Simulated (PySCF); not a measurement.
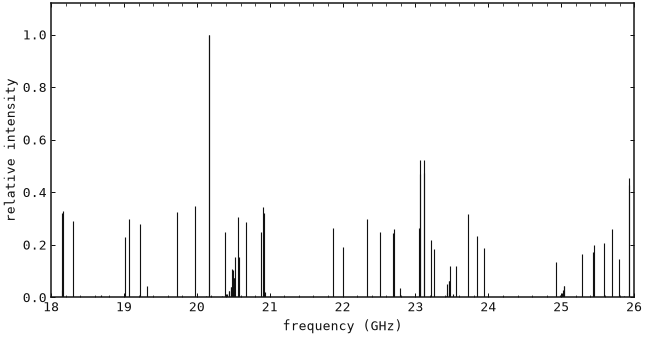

Simulated rotational absorption lines between 18 and 26 GHz at 1.5 K: rigid rotor with the equilibrium constants and dipole of one optimised conformer (PBE0-D3(BJ)/def2-SVP, PySCF), commonest isotopes; no centrifugal distortion, hyperfine structure, internal rotation or nuclear-spin weights; lines within 1 MHz of each other are summed.

### Which molecule gives this spectrum?
A. C₆H₉N, SMILES [H]/N=C/C(C)=C/C=C
B. C₄H₄F₂O₂, SMILES O=C1OC[C@@H]1C(F)F
C. C₁₀H₁₂ (3-ethylstyrene), SMILES C=Cc1cccc(CC)c1
D. C₅H₁₆SiSn (SnHMe2(SiMe3)), SMILES [H][Sn]([CH3])([CH3])[Si](C)(C)C, singlet

Option B. Rotational constants A, B, C = 3.741, 1.551, 1.373 GHz, |μa|, |μb|, |μc| = 1.81, 1.87, 1.73 D.

Known limits of this run: coarse grid, loose stop and no frequency check, small forces are noise and the end may be a saddle.
